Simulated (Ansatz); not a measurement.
# H₂Br (doublet): B2PLYP, RPA-PBE over a scan of the distance H1–H2 along a hydrogen transfer, cc-pVTZ, part 1 of 2

Aim: run H₂Br (doublet) with these functionals over a scan of the distance H1–H2 along a hydrogen transfer, and hold them against the top wave-function level at the same points.

Program: Ansatz 0.2.0, Gaussian basis. Level of theory: cc-pVTZ, all electrons in the functionals, frozen cores in the correlation of double hybrids and RPA. These are calculated values, not measurements.

To be run: B2PLYP, RPA-PBE, at 0.693 Å; 0.745 Å; 0.790 Å; 0.835 Å; 0.880 Å; 0.926 Å; 0.971 Å; 1.016 Å; 1.061 Å.

4 further runs of the same task are left out: 1 for a mislabelled method, 2 that didn't finish, 1 set aside as unsound or not needed.

## Step 1: What is computed

The geometry derives from fragments relaxed apart (PBE0/def2-TZVP) and kept rigid, so it is no stationary point. A hydrogen atom is moved between rigid fragments. No spin-orbit coupling is included. The filled d shell of Br may be among the frozen orbitals whatever the setting's name suggests; the logs give the count.

3 atoms, charge 0, spin multiplicity 2.

Atoms are counted from 1 here; the program's logs count them from 0.

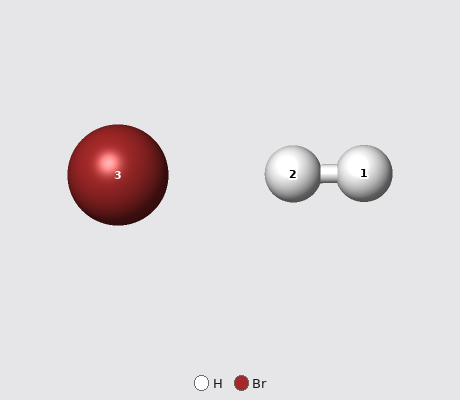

The geometry (hydrogen white, bromine red); atoms are numbered from 1 in the order of the file.

No dispersion term is added.

The geometry shown and the zero of energy belong to the point 0.745 Å. The yardstick, UCCSDT(Q), and other wave-function levels (R restricted, U unrestricted, valence and pair active spaces) come from earlier runs.

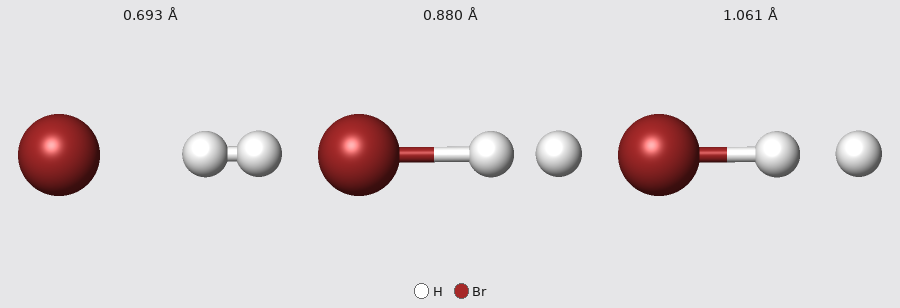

Three points of the scan; sticks are drawn by distance.

## Step 2: B2PLYP, 0.693 Å

Input file in.yaml:

```yaml
crystal:
  periodic: [false, false, false]
  atoms:
    - {symbol: H, position_ang: [0.000000, 0.000000, -1.094667]}
    - {symbol: H, position_ang: [0.000000, 0.000000, -0.401667]}
    - {symbol: Br, position_ang: [0.000000, 0.000000, 1.496333]}
basis:
  gaussian: {orbitals: cc-pVTZ}
magnetization: {spin_polarized: true, initial_magnetization: 1}
hamiltonian: {xc: {name: B2PLYP}}
correlation: {electrons: outside_noble_gas}
```

The run is started by

```bash
> ansatz run in.yaml --threads 1 --pin off --events-out ev --progress --plain --max-ram 2393MiB
```

The program printed:

```text
Functional definition: B2PLYP
  name "B2PLYP"
  cite "Grimme, J. Chem. Phys. 124, 034108 (2006) doi:10.1063/1.2148954"
  cite "Becke, Phys. Rev. A 38, 3098 (1988) doi:10.1103/PhysRevA.38.3098"
  cite "Lee, Yang & Parr, Phys. Rev. B 37, 785 (1988) doi:10.1103/PhysRevB.37.785"
  parameter a = 0.53
  parameter c = 0.27
  exchange = (1 - a)*b88_x + a*exact_x
  correlation = (1 - c)*lyp_c + c*(mp2_os + mp2_ss)
421 factors; integrals over basis functions are off by at most 1.6e-3 eV
mean field evaluation 1: about -70064.8516 eV, gradient 4.5e0 eV
mean field evaluation 2: about -70064.8676 eV, gradient 4.5e0 eV
mean field evaluation 4: about -70065.0333 eV, gradient 5.1e-1 eV
mean field evaluation 8: about -70065.0358 eV, gradient 8.9e-3 eV
mean field evaluation 16: about -70065.0358 eV, gradient 1.2e-5 eV
mean field evaluation 32: about -70065.0251 eV, gradient 1.2e0 eV
mean field -70065.03575155 eV, -2574.8425720826 hartree, gradient 3.0e-6 eV, S^2 0.757375; 4 other end points of the search recorded, 0 dependent functions left out
14 core orbitals not correlated: weight in the atoms' cores, before any rotation towards them, 1.000 or more for the frozen orbitals, at most 0.000 for the correlated occupied ones
reference -70065.03586550 eV, -2574.8425762702 hartree; 5, 4 occupied and 52, 53 virtual orbitals, 421 factors
second order -5.73614907 eV of doubles, -0.00000000 eV of singles
Total energy: -70066.58462575 eV, -2574.8994921596 hartree
```

Run time: 6 s. Hardware: 1 thread of Arm Neoverse N1, shared host.

From the report: ⟨S²⟩ of the determinant 0.757 (pure doublet: 0.75).

## Step 3: B2PLYP, 0.745 Å

Input file in.yaml:

```yaml
crystal:
  periodic: [false, false, false]
  atoms:
    - {symbol: H, position_ang: [0.000000, 0.000000, -1.112000]}
    - {symbol: H, position_ang: [0.000000, 0.000000, -0.367000]}
    - {symbol: Br, position_ang: [0.000000, 0.000000, 1.479000]}
basis:
  gaussian: {orbitals: cc-pVTZ}
magnetization: {spin_polarized: true, initial_magnetization: 1}
hamiltonian: {xc: {name: B2PLYP}}
correlation: {electrons: outside_noble_gas}
```

Launched as before.

The program printed:

```text
Functional definition: B2PLYP
  name "B2PLYP"
  cite "Grimme, J. Chem. Phys. 124, 034108 (2006) doi:10.1063/1.2148954"
  cite "Becke, Phys. Rev. A 38, 3098 (1988) doi:10.1103/PhysRevA.38.3098"
  cite "Lee, Yang & Parr, Phys. Rev. B 37, 785 (1988) doi:10.1103/PhysRevB.37.785"
  parameter a = 0.53
  parameter c = 0.27
  exchange = (1 - a)*b88_x + a*exact_x
  correlation = (1 - c)*lyp_c + c*(mp2_os + mp2_ss)
421 factors; integrals over basis functions are off by at most 1.2e-3 eV
mean field evaluation 1: about -70064.8864 eV, gradient 4.3e0 eV
mean field evaluation 2: about -70064.9039 eV, gradient 4.3e0 eV
mean field evaluation 4: about -70065.0703 eV, gradient 3.7e-1 eV
mean field evaluation 8: about -70065.0724 eV, gradient 9.0e-3 eV
mean field evaluation 16: about -70065.0724 eV, gradient 1.3e-5 eV
mean field -70065.07240308 eV, -2574.8439190014 hartree, gradient 3.6e-6 eV, S^2 0.759348; 4 other end points of the search recorded, 0 dependent functions left out
14 core orbitals not correlated: weight in the atoms' cores, before any rotation towards them, 1.000 or more for the frozen orbitals, at most 0.000 for the correlated occupied ones
reference -70065.07251889 eV, -2574.8439232573 hartree; 5, 4 occupied and 52, 53 virtual orbitals, 421 factors
second order -5.79820596 eV of doubles, -0.00000000 eV of singles
Total energy: -70066.63803450 eV, -2574.9014548948 hartree
```

It took 5.5 s on 1 thread of Arm Neoverse N1, shared host.

From the report: ⟨S²⟩ of the determinant 0.759 (pure doublet: 0.75).

## Step 4: B2PLYP, 0.790 Å

Input file in.yaml:

```yaml
crystal:
  periodic: [false, false, false]
  atoms:
    - {symbol: H, position_ang: [0.000000, 0.000000, -1.127000]}
    - {symbol: H, position_ang: [0.000000, 0.000000, -0.337000]}
    - {symbol: Br, position_ang: [0.000000, 0.000000, 1.464000]}
basis:
  gaussian: {orbitals: cc-pVTZ}
magnetization: {spin_polarized: true, initial_magnetization: 1}
hamiltonian: {xc: {name: B2PLYP}}
correlation: {electrons: outside_noble_gas}
```

Launched as before.

The program printed:

```text
Functional definition: B2PLYP
  name "B2PLYP"
  cite "Grimme, J. Chem. Phys. 124, 034108 (2006) doi:10.1063/1.2148954"
  cite "Becke, Phys. Rev. A 38, 3098 (1988) doi:10.1103/PhysRevA.38.3098"
  cite "Lee, Yang & Parr, Phys. Rev. B 37, 785 (1988) doi:10.1103/PhysRevB.37.785"
  parameter a = 0.53
  parameter c = 0.27
  exchange = (1 - a)*b88_x + a*exact_x
  correlation = (1 - c)*lyp_c + c*(mp2_os + mp2_ss)
421 factors; integrals over basis functions are off by at most 1.3e-3 eV
mean field evaluation 1: about -70064.8473 eV, gradient 4.2e0 eV
mean field evaluation 2: about -70064.8665 eV, gradient 4.2e0 eV
mean field evaluation 4: about -70065.0364 eV, gradient 4.4e-1 eV
mean field evaluation 8: about -70065.0390 eV, gradient 1.4e-2 eV
mean field evaluation 16: about -70065.0390 eV, gradient 1.8e-5 eV
mean field -70065.03904565 eV, -2574.8426931385 hartree, gradient 4.0e-6 eV, S^2 0.761736; 4 other end points of the search recorded, 0 dependent functions left out
14 core orbitals not correlated: weight in the atoms' cores, before any rotation towards them, 1.000 or more for the frozen orbitals, at most 0.000 for the correlated occupied ones
reference -70065.03916302 eV, -2574.8426974516 hartree; 5, 4 occupied and 52, 53 virtual orbitals, 421 factors
second order -5.85328428 eV of doubles, -0.00000000 eV of singles
Total energy: -70066.61954977 eV, -2574.9007755936 hartree
```

It took 5.5 s on 1 thread of Arm Neoverse N1, shared host.

From the report: ⟨S²⟩ of the determinant 0.762 (pure doublet: 0.75).

From 0.745 Å: +1.8 kJ/mol.

## Step 5: B2PLYP, 0.835 Å

Input file in.yaml:

```yaml
crystal:
  periodic: [false, false, false]
  atoms:
    - {symbol: H, position_ang: [0.000000, 0.000000, -1.142000]}
    - {symbol: H, position_ang: [0.000000, 0.000000, -0.307000]}
    - {symbol: Br, position_ang: [0.000000, 0.000000, 1.449000]}
basis:
  gaussian: {orbitals: cc-pVTZ}
magnetization: {spin_polarized: true, initial_magnetization: 1}
hamiltonian: {xc: {name: B2PLYP}}
correlation: {electrons: outside_noble_gas}
```

Same command.

The program printed:

```text
Functional definition: B2PLYP
  name "B2PLYP"
  cite "Grimme, J. Chem. Phys. 124, 034108 (2006) doi:10.1063/1.2148954"
  cite "Becke, Phys. Rev. A 38, 3098 (1988) doi:10.1103/PhysRevA.38.3098"
  cite "Lee, Yang & Parr, Phys. Rev. B 37, 785 (1988) doi:10.1103/PhysRevB.37.785"
  parameter a = 0.53
  parameter c = 0.27
  exchange = (1 - a)*b88_x + a*exact_x
  correlation = (1 - c)*lyp_c + c*(mp2_os + mp2_ss)
425 factors; integrals over basis functions are off by at most 1.3e-3 eV
mean field evaluation 1: about -70064.7687 eV, gradient 4.2e0 eV
mean field evaluation 2: about -70064.7892 eV, gradient 4.2e0 eV
mean field evaluation 4: about -70064.9655 eV, gradient 7.0e-1 eV
mean field evaluation 8: about -70064.9701 eV, gradient 1.7e-2 eV
mean field evaluation 16: about -70064.9701 eV, gradient 2.4e-5 eV
mean field -70064.97006108 eV, -2574.8401580021 hartree, gradient 5.2e-6 eV, S^2 0.764663; 2 other end points of the search recorded, 0 dependent functions left out
14 core orbitals not correlated: weight in the atoms' cores, before any rotation towards them, 1.000 or more for the frozen orbitals, at most 0.000 for the correlated occupied ones
reference -70064.97017979 eV, -2574.8401623649 hartree; 5, 4 occupied and 52, 53 virtual orbitals, 425 factors
second order -5.90652013 eV of doubles, -0.00000000 eV of singles
Total energy: -70066.56494023 eV, -2574.8987687299 hartree
```

Wall time 3.9 s (1 thread of Arm Neoverse N1, shared host).

From the report: ⟨S²⟩ of the determinant 0.765 (pure doublet: 0.75).

From 0.745 Å: +7.1 kJ/mol.

## Step 6: B2PLYP, 0.880 Å

Input file in.yaml:

```yaml
crystal:
  periodic: [false, false, false]
  atoms:
    - {symbol: H, position_ang: [0.000000, 0.000000, -1.157000]}
    - {symbol: H, position_ang: [0.000000, 0.000000, -0.277000]}
    - {symbol: Br, position_ang: [0.000000, 0.000000, 1.434000]}
basis:
  gaussian: {orbitals: cc-pVTZ}
magnetization: {spin_polarized: true, initial_magnetization: 1}
hamiltonian: {xc: {name: B2PLYP}}
correlation: {electrons: outside_noble_gas}
```

Launched as before.

The program printed:

```text
Functional definition: B2PLYP
  name "B2PLYP"
  cite "Grimme, J. Chem. Phys. 124, 034108 (2006) doi:10.1063/1.2148954"
  cite "Becke, Phys. Rev. A 38, 3098 (1988) doi:10.1103/PhysRevA.38.3098"
  cite "Lee, Yang & Parr, Phys. Rev. B 37, 785 (1988) doi:10.1103/PhysRevB.37.785"
  parameter a = 0.53
  parameter c = 0.27
  exchange = (1 - a)*b88_x + a*exact_x
  correlation = (1 - c)*lyp_c + c*(mp2_os + mp2_ss)
428 factors; integrals over basis functions are off by at most 1.2e-3 eV
mean field evaluation 1: about -70064.6690 eV, gradient 4.2e0 eV
mean field evaluation 2: about -70064.6902 eV, gradient 4.2e0 eV
mean field evaluation 4: about -70064.8769 eV, gradient 9.5e-1 eV
mean field evaluation 8: about -70064.8846 eV, gradient 2.1e-2 eV
mean field evaluation 16: about -70064.8846 eV, gradient 2.7e-5 eV
mean field -70064.88456777 eV, -2574.8370161809 hartree, gradient 5.8e-6 eV, S^2 0.767724; 2 other end points of the search recorded, 0 dependent functions left out
14 core orbitals not correlated: weight in the atoms' cores, before any rotation towards them, 1.000 or more for the frozen orbitals, at most 0.000 for the correlated occupied ones
reference -70064.88468746 eV, -2574.8370205798 hartree; 5, 4 occupied and 52, 53 virtual orbitals, 428 factors
second order -5.95418691 eV of doubles, -0.00000000 eV of singles
Total energy: -70066.49231793 eV, -2574.8960999097 hartree
```

Wall time 3.9 s (1 thread of Arm Neoverse N1, shared host).

From the report: ⟨S²⟩ of the determinant 0.768 (pure doublet: 0.75).

From 0.745 Å: +14.1 kJ/mol.

## Step 7: B2PLYP, 0.926 Å

Input file in.yaml:

```yaml
crystal:
  periodic: [false, false, false]
  atoms:
    - {symbol: H, position_ang: [0.000000, 0.000000, -1.172333]}
    - {symbol: H, position_ang: [0.000000, 0.000000, -0.246333]}
    - {symbol: Br, position_ang: [0.000000, 0.000000, 1.418667]}
basis:
  gaussian: {orbitals: cc-pVTZ}
magnetization: {spin_polarized: true, initial_magnetization: 1}
hamiltonian: {xc: {name: B2PLYP}}
correlation: {electrons: outside_noble_gas}
```

Same command.

The program printed:

```text
Functional definition: B2PLYP
  name "B2PLYP"
  cite "Grimme, J. Chem. Phys. 124, 034108 (2006) doi:10.1063/1.2148954"
  cite "Becke, Phys. Rev. A 38, 3098 (1988) doi:10.1103/PhysRevA.38.3098"
  cite "Lee, Yang & Parr, Phys. Rev. B 37, 785 (1988) doi:10.1103/PhysRevB.37.785"
  parameter a = 0.53
  parameter c = 0.27
  exchange = (1 - a)*b88_x + a*exact_x
  correlation = (1 - c)*lyp_c + c*(mp2_os + mp2_ss)
428 factors; integrals over basis functions are off by at most 1.2e-3 eV
mean field evaluation 1: about -70064.5594 eV, gradient 4.3e0 eV
mean field evaluation 2: about -70064.5812 eV, gradient 4.4e0 eV
mean field evaluation 4: about -70064.7852 eV, gradient 1.1e0 eV
mean field evaluation 8: about -70064.7957 eV, gradient 2.4e-2 eV
mean field evaluation 16: about -70064.7958 eV, gradient 2.5e-5 eV
mean field -70064.79575035 eV, -2574.8337522012 hartree, gradient 5.1e-6 eV, S^2 0.770229; 2 other end points of the search recorded, 0 dependent functions left out
14 core orbitals not correlated: weight in the atoms' cores, before any rotation towards them, 1.000 or more for the frozen orbitals, at most 0.000 for the correlated occupied ones
reference -70064.79587051 eV, -2574.8337566168 hartree; 5, 4 occupied and 52, 53 virtual orbitals, 428 factors
second order -5.99317319 eV of doubles, -0.00000000 eV of singles
Total energy: -70066.41402727 eV, -2574.8932227810 hartree
```

Wall time 3.9 s (1 thread of Arm Neoverse N1, shared host).

From the report: ⟨S²⟩ of the determinant 0.770 (pure doublet: 0.75).

From 0.745 Å: +21.6 kJ/mol.

## Step 8: B2PLYP, 0.971 Å

Input file in.yaml:

```yaml
crystal:
  periodic: [false, false, false]
  atoms:
    - {symbol: H, position_ang: [0.000000, 0.000000, -1.187333]}
    - {symbol: H, position_ang: [0.000000, 0.000000, -0.216333]}
    - {symbol: Br, position_ang: [0.000000, 0.000000, 1.403667]}
basis:
  gaussian: {orbitals: cc-pVTZ}
magnetization: {spin_polarized: true, initial_magnetization: 1}
hamiltonian: {xc: {name: B2PLYP}}
correlation: {electrons: outside_noble_gas}
```

The command is unchanged.

The program printed:

```text
Functional definition: B2PLYP
  name "B2PLYP"
  cite "Grimme, J. Chem. Phys. 124, 034108 (2006) doi:10.1063/1.2148954"
  cite "Becke, Phys. Rev. A 38, 3098 (1988) doi:10.1103/PhysRevA.38.3098"
  cite "Lee, Yang & Parr, Phys. Rev. B 37, 785 (1988) doi:10.1103/PhysRevB.37.785"
  parameter a = 0.53
  parameter c = 0.27
  exchange = (1 - a)*b88_x + a*exact_x
  correlation = (1 - c)*lyp_c + c*(mp2_os + mp2_ss)
428 factors; integrals over basis functions are off by at most 1.3e-3 eV
mean field evaluation 1: about -70064.4546 eV, gradient 4.5e0 eV
mean field evaluation 2: about -70064.4772 eV, gradient 4.5e0 eV
mean field evaluation 4: about -70064.7044 eV, gradient 1.3e0 eV
mean field evaluation 8: about -70064.7180 eV, gradient 2.5e-2 eV
mean field evaluation 16: about -70064.7180 eV, gradient 2.1e-5 eV
mean field -70064.71800802 eV, -2574.8308952231 hartree, gradient 3.9e-6 eV, S^2 0.771258; 0 other end points of the search recorded, 0 dependent functions left out
14 core orbitals not correlated: weight in the atoms' cores, before any rotation towards them, 1.000 or more for the frozen orbitals, at most 0.000 for the correlated occupied ones
reference -70064.71812800 eV, -2574.8308996324 hartree; 5, 4 occupied and 52, 53 virtual orbitals, 428 factors
second order -6.01855458 eV of doubles, -0.00000000 eV of singles
Total energy: -70066.34313774 eV, -2574.8906176387 hartree
```

Wall time 3.3 s (1 thread of Arm Neoverse N1, shared host).

From the report: ⟨S²⟩ of the determinant 0.771 (pure doublet: 0.75).

From 0.745 Å: +28.5 kJ/mol.

## Step 9: B2PLYP, 1.016 Å

Input file in.yaml:

```yaml
crystal:
  periodic: [false, false, false]
  atoms:
    - {symbol: H, position_ang: [0.000000, 0.000000, -1.202333]}
    - {symbol: H, position_ang: [0.000000, 0.000000, -0.186333]}
    - {symbol: Br, position_ang: [0.000000, 0.000000, 1.388667]}
basis:
  gaussian: {orbitals: cc-pVTZ}
magnetization: {spin_polarized: true, initial_magnetization: 1}
hamiltonian: {xc: {name: B2PLYP}}
correlation: {electrons: outside_noble_gas}
```

Same command.

The program printed:

```text
Functional definition: B2PLYP
  name "B2PLYP"
  cite "Grimme, J. Chem. Phys. 124, 034108 (2006) doi:10.1063/1.2148954"
  cite "Becke, Phys. Rev. A 38, 3098 (1988) doi:10.1103/PhysRevA.38.3098"
  cite "Lee, Yang & Parr, Phys. Rev. B 37, 785 (1988) doi:10.1103/PhysRevB.37.785"
  parameter a = 0.53
  parameter c = 0.27
  exchange = (1 - a)*b88_x + a*exact_x
  correlation = (1 - c)*lyp_c + c*(mp2_os + mp2_ss)
428 factors; integrals over basis functions are off by at most 1.3e-3 eV
mean field evaluation 1: about -70064.3582 eV, gradient 4.7e0 eV
mean field evaluation 2: about -70064.3817 eV, gradient 4.7e0 eV
mean field evaluation 4: about -70064.6375 eV, gradient 1.3e0 eV
mean field evaluation 8: about -70064.6542 eV, gradient 2.5e-2 eV
mean field evaluation 16: about -70064.6542 eV, gradient 2.1e-5 eV
mean field -70064.65423587 eV, -2574.8285516398 hartree, gradient 3.1e-6 eV, S^2 0.770449; 0 other end points of the search recorded, 0 dependent functions left out
14 core orbitals not correlated: weight in the atoms' cores, before any rotation towards them, 1.000 or more for the frozen orbitals, at most 0.000 for the correlated occupied ones
reference -70064.65435515 eV, -2574.8285560234 hartree; 5, 4 occupied and 52, 53 virtual orbitals, 428 factors
second order -6.02935891 eV of doubles, -0.00000000 eV of singles
Total energy: -70066.28228206 eV, -2574.8883812338 hartree
```

Wall time 3.2 s (1 thread of Arm Neoverse N1, shared host).

From the report: ⟨S²⟩ of the determinant 0.770 (pure doublet: 0.75).

From 0.745 Å: +34.3 kJ/mol.

## Step 10: B2PLYP, 1.061 Å

Input file in.yaml:

```yaml
crystal:
  periodic: [false, false, false]
  atoms:
    - {symbol: H, position_ang: [0.000000, 0.000000, -1.217333]}
    - {symbol: H, position_ang: [0.000000, 0.000000, -0.156333]}
    - {symbol: Br, position_ang: [0.000000, 0.000000, 1.373667]}
basis:
  gaussian: {orbitals: cc-pVTZ}
magnetization: {spin_polarized: true, initial_magnetization: 1}
hamiltonian: {xc: {name: B2PLYP}}
correlation: {electrons: outside_noble_gas}
```

Launched as before.

The program printed:

```text
Functional definition: B2PLYP
  name "B2PLYP"
  cite "Grimme, J. Chem. Phys. 124, 034108 (2006) doi:10.1063/1.2148954"
  cite "Becke, Phys. Rev. A 38, 3098 (1988) doi:10.1103/PhysRevA.38.3098"
  cite "Lee, Yang & Parr, Phys. Rev. B 37, 785 (1988) doi:10.1103/PhysRevB.37.785"
  parameter a = 0.53
  parameter c = 0.27
  exchange = (1 - a)*b88_x + a*exact_x
  correlation = (1 - c)*lyp_c + c*(mp2_os + mp2_ss)
428 factors; integrals over basis functions are off by at most 1.3e-3 eV
mean field evaluation 1: about -70064.2719 eV, gradient 4.9e0 eV
mean field evaluation 2: about -70064.2962 eV, gradient 4.9e0 eV
mean field evaluation 4: about -70064.5847 eV, gradient 1.4e0 eV
mean field evaluation 8: about -70064.6034 eV, gradient 2.7e-2 eV
mean field evaluation 16: about -70064.6034 eV, gradient 2.3e-5 eV
mean field -70064.60344495 eV, -2574.8266851080 hartree, gradient 3.5e-6 eV, S^2 0.768016; 0 other end points of the search recorded, 0 dependent functions left out
14 core orbitals not correlated: weight in the atoms' cores, before any rotation towards them, 1.000 or more for the frozen orbitals, at most 0.000 for the correlated occupied ones
reference -70064.60356326 eV, -2574.8266894557 hartree; 5, 4 occupied and 52, 53 virtual orbitals, 428 factors
second order -6.02527584 eV of doubles, -0.00000000 eV of singles
Total energy: -70066.23038774 eV, -2574.8864741526 hartree
```

Run time: 3.2 s. Hardware: 1 thread of Arm Neoverse N1, shared host.

From the report: ⟨S²⟩ of the determinant 0.768 (pure doublet: 0.75).

From 0.745 Å: +39.3 kJ/mol.

## Step 11: RPA-PBE, 0.693 Å

Input file in.yaml:

```yaml
crystal:
  periodic: [false, false, false]
  atoms:
    - {symbol: H, position_ang: [0.000000, 0.000000, -1.094667]}
    - {symbol: H, position_ang: [0.000000, 0.000000, -0.401667]}
    - {symbol: Br, position_ang: [0.000000, 0.000000, 1.496333]}
basis:
  gaussian: {orbitals: cc-pVTZ}
magnetization: {spin_polarized: true, initial_magnetization: 1}
hamiltonian: {xc: {name: PBE}}
correlation: {method: rpa, electrons: outside_noble_gas}
```

Launched as before.

The program printed:

```text
Functional definition: PBE
  name "PBE"
  cite "Perdew, Burke & Ernzerhof, Phys. Rev. Lett. 77, 3865 (1996) doi:10.1103/PhysRevLett.77.3865"
  parent pbe
  parameter kappa = 0.804
  parameter beta = 0.06672455060314922
  exchange = pbe_x(kappa = kappa, mu = beta*pi^2/3)
  correlation = pbe_c(beta = beta)
421 factors; integrals over basis functions are off by at most 1.6e-3 eV
mean field evaluation 1: about -70066.7459 eV, gradient 1.0e1 eV
mean field evaluation 2: about -70066.7439 eV, gradient 1.0e1 eV
mean field evaluation 4: about -70067.3008 eV, gradient 3.0e0 eV
mean field evaluation 8: about -70067.3550 eV, gradient 2.2e-2 eV
mean field evaluation 16: about -70067.3550 eV, gradient 1.4e-6 eV
mean field evaluation 32: about -70067.2067 eV, gradient 1.3e0 eV
mean field -70067.35502314 eV, -2574.9278037414 hartree, gradient 1.4e-6 eV, S^2 0.752570; 7 other end points of the search recorded, 0 dependent functions left out
14 core orbitals not correlated: weight in the atoms' cores, before any rotation towards them, 1.000 or more for the frozen orbitals, at most 0.000 for the correlated occupied ones
reference -70029.45174541 eV, -2573.5348839765 hartree; 5, 4 occupied and 52, 53 virtual orbitals, 421 factors
Total energy: -70038.52467128 eV, -2573.8683078523 hartree
```

Wall time 7.5 s (1 thread of Arm Neoverse N1, shared host).

From the report: ⟨S²⟩ of the determinant 0.753 (pure doublet: 0.75).

(Continued in part 2 of 2.)
